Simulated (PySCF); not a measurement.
Molecule: C2H9GaO, singlet. Atoms near the plane z = 0.0 Å, at the PBE0/def2-SVP optimised geometry (x, y, z in Å): Ga1 (-0.5, -0.9, 0.0), C7 (-0.9, 1.0, 0.0), H8 (-2.0, 1.2, -0.1), H9 (-0.4, 1.5, -0.9), H10 (-0.6, 1.5, 0.9), O11 (1.7, -0.9, 0.0), H12 (2.0, -1.4, -0.8), H13 (2.0, -1.5, 0.7).

Method: PBE0/def2-TZVP (PySCF). Cells within 0.4 Å of a nucleus heavier than hydrogen are left out (blank, or x). The values are rescaled to run from 0 to 1.

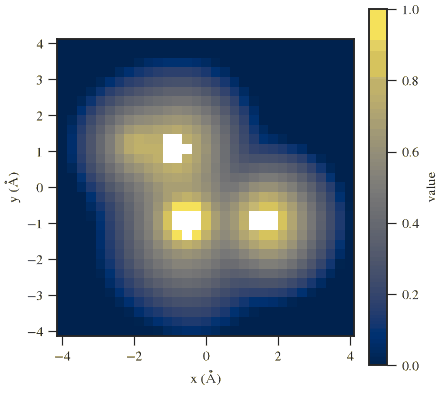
*a field on the plane z = 0.0 Å.*

Question: Which quantity is mapped?
A) an orbital amplitude
B) log10 of the electron density
C) deformation density (molecule minus spherical neutral atoms)
D) electrostatic potential

Answer: B, log10 of the electron density. In full: log10 of the electron density (e/bohr³), floored at −4.
